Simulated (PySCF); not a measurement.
**Run report: CH11PSSi3, NMR shielding calculation**

CH11PSSi3, SMILES CS[SiH2]P([SiH3])[SiH3], computed with GIAO PBE0/pcSseg-1 NMR shielding, non-relativistic, gas phase (PySCF 2.14.0).

The geometry comes from this level: GFN2-xTB. Figures and captions count atoms from 1; the log counts them from 0 in places.

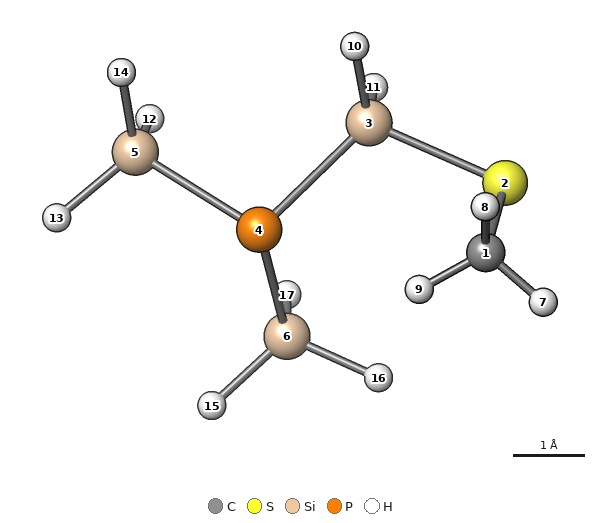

Figure 1. The input geometry (ball-and-stick view, seen at a tilt; atoms are numbered from 1 in the order of the input). Bond lengths as drawn: C–H 1.08 to 1.09 Å, C–S 1.82 Å, H–Si 1.46 Å, P–Si 2.22 to 2.23 Å and S–Si 2.14 Å.

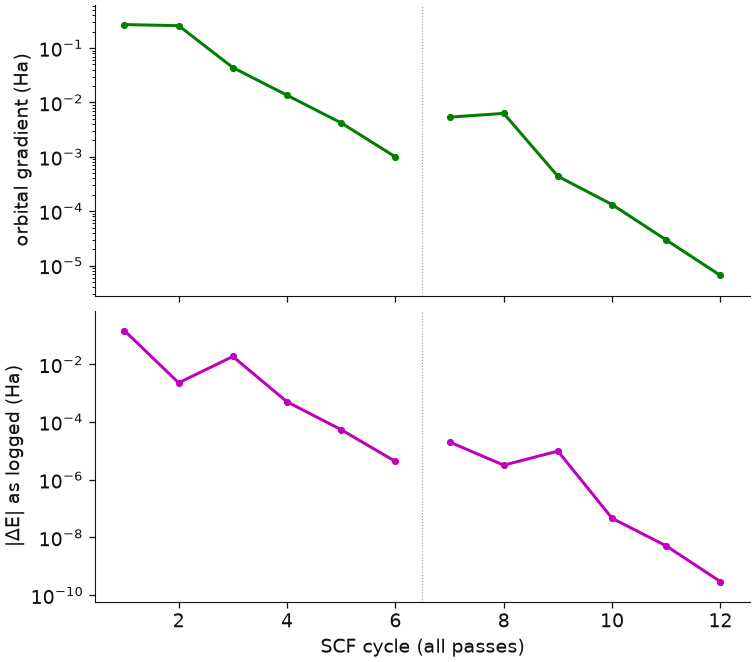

Figure 2. Convergence of the self-consistent field: orbital gradient and size of the energy change against the SCF cycle. The dotted line marks the change from a coarse to the final integration grid. The first 6 cycles use a coarse grid, the final grid takes over at cycle 7, and the field converges after 12 cycles in all.

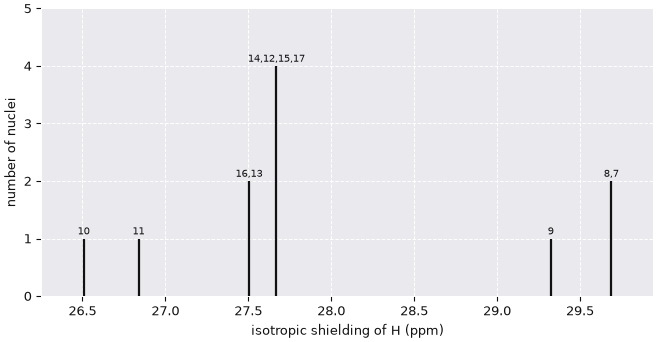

Figure 3. Isotropic shieldings of the hydrogen nuclei in this fixed geometry, labelled by atom number; shielding grows to the right, so chemical shift grows to the left. The least shielded is H10 (26.5 ppm), the most shielded H7 (29.7 ppm).

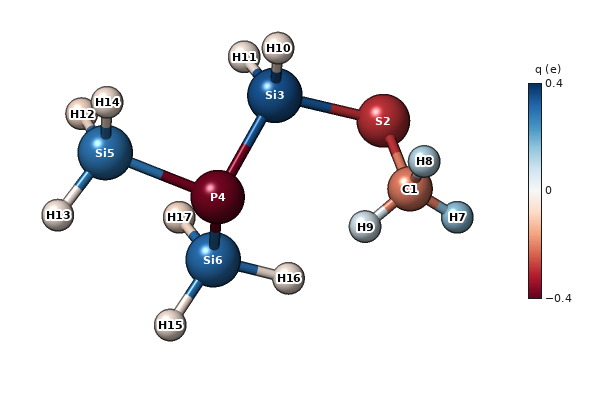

Figure 4. ESP-fitted charges, as the colour of each atom (ball-and-stick view, seen at an oblique angle; atoms are numbered from 1 in the order of the input). By element: C −0.20, S −0.29, Si +0.29 to +0.34, P −0.38 and H −0.07 to +0.16 e.

These pictures come from the run below.

## Input file
```
{"job": {"kind": "nmr", "xc": "PBE0", "basis": "pcSseg-1"}, "charge": 0, "multiplicity": 1}
C      2.553823    -1.425050     0.605619
S      1.962133    -1.496725    -1.114795
Si     0.836874     0.318396    -1.235728
P     -0.317167     0.616452     0.639478
Si    -1.609331     2.300934    -0.016961
Si    -1.702655    -1.133771     0.618647
H      2.882530    -2.423470     0.873421
H      3.382970    -0.727464     0.671962
H      1.738396    -1.108364     1.251781
H      1.747565     1.456176    -1.357422
H      0.054426     0.136631    -2.451942
H     -2.314428     2.001998    -1.265456
H     -2.562441     2.529374     1.064678
H     -0.721245     3.443468    -0.210838
H     -2.585865    -0.945786     1.767195
H     -0.875889    -2.328031     0.773367
H     -2.476695    -1.202739    -0.622916
```

The first line tells a small driver script what to run in PySCF; the rest is the geometry in Å.

Run as:
```bash
OMP_NUM_THREADS=1 python <driver script> task.json out
```

## Output
```
coarse grid: 16032 points
cycle   1  E = -1651.9639583968  dE =  1.454e-01  |g| = 2.709e-01  |ddm| = 3.724e+00
cycle   2  E = -1651.9662386032  dE = -2.280e-03  |g| = 2.588e-01  |ddm| = 7.367e-01
cycle   3  E = -1651.9848235587  dE = -1.858e-02  |g| = 4.383e-02  |ddm| = 4.087e-01
cycle   4  E = -1651.9853236948  dE = -5.001e-04  |g| = 1.358e-02  |ddm| = 7.530e-02
cycle   5  E = -1651.9853777649  dE = -5.407e-05  |g| = 4.201e-03  |ddm| = 2.330e-02
cycle   6  E = -1651.9853820525  dE = -4.288e-06  |g| = 9.967e-04  |ddm| = 5.316e-03
final grid: 129752 points
cycle   7  E = -1652.0203858939  dE = -2.021e-05  |g| = 5.363e-03  |ddm| = 2.341e-02
cycle   8  E = -1652.0203826977  dE =  3.196e-06  |g| = 6.295e-03  |ddm| = 1.055e-02
cycle   9  E = -1652.0203924844  dE = -9.787e-06  |g| = 4.381e-04  |ddm| = 5.985e-03
cycle  10  E = -1652.0203925304  dE = -4.606e-08  |g| = 1.324e-04  |ddm| = 6.439e-04
cycle  11  E = -1652.0203925355  dE = -5.094e-09  |g| = 2.949e-05  |ddm| = 2.296e-04
cycle  12  E = -1652.0203925358  dE = -2.951e-10  |g| = 6.556e-06  |ddm| = 6.073e-05
converged SCF energy = -1652.0203925358

GIAO shielding tensors (ppm)
atom      isotropic    diamagn.    paramagn.     s11        s22        s33       span
  0 C      172.843     252.530     -79.687    163.797    167.105    187.627     23.830
  1 S      726.339    1058.965    -332.626    619.465    659.633    899.920    280.455
  2 Si     370.836     880.757    -509.921    299.717    379.860    432.932    133.215
  3 P      686.666     972.594    -285.928    599.451    710.241    750.307    150.856
  4 Si     431.541     880.438    -448.897    389.521    437.149    467.952     78.431
  5 Si     430.808     880.938    -450.130    394.572    435.095    462.758     68.186
  6 H       29.710      29.432       0.278     24.145     26.389     38.597     14.453
  7 H       29.667      30.037      -0.370     24.317     26.460     38.224     13.907
  8 H       29.323      32.660      -3.337     21.795     31.175     34.999     13.204
  9 H       26.507      30.397      -3.890     21.052     25.620     32.850     11.798
 10 H       26.838      30.253      -3.415     22.537     25.648     32.329      9.792
 11 H       27.653      29.138      -1.484     23.515     25.859     33.586     10.070
 12 H       27.510      29.187      -1.677     23.407     24.992     34.131     10.724
 13 H       27.606      29.358      -1.752     23.489     25.283     34.047     10.559
 14 H       27.702      29.889      -2.187     23.764     24.995     34.346     10.582
 15 H       27.499      30.127      -2.628     22.602     27.233     32.662     10.060
 16 H       27.717      29.804      -2.087     23.988     25.493     33.669      9.681
```

## Results in brief

```tsv
quantity	value
outcome	converged
total energy	−1652.020393 hartree
HOMO	−6.84 eV
LUMO	−0.42 eV
dipole moment	1.27 D
isotropic shielding, C	172.8 ppm
isotropic shielding, S	726.3 ppm
isotropic shielding, Si	370.8 to 431.5 ppm
isotropic shielding, P	686.7 ppm
isotropic shielding, H	26.5 to 29.7 ppm
hardware	1 CPU thread, shared host
wall time	24 s
peak memory	0.86 GiB
```
